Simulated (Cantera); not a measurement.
Charge: 1 mol Al(CH3)3, 25 mol N2O, 58 mol N2, at 89.0 Pa.

Method: chemical equilibrium by Gibbs-energy minimisation in Cantera with the NASA 1993 tables (ideal gas, pure condensed phases). Candidate condensed phases: Al, AlN, Al2O3, C, C6H6, C7H8, C8H18, H2O; 148 gas species. The feed counts by its element totals alone. Rates play no part.

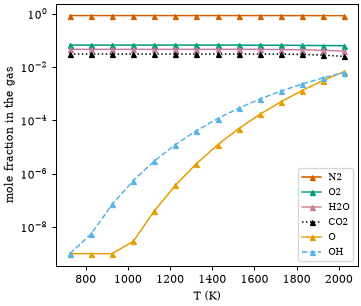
Fig. 1. Equilibrium gas composition (values under 1e-9 drawn at 1e-9)

Problem. Read off the mole fractions at 1125 K.

Solution. N2 about 0.86, O2 about 0.067, H2O about 0.046, CO2 about 0.031, OH about 3.0e-6, O about 4.0e-8.
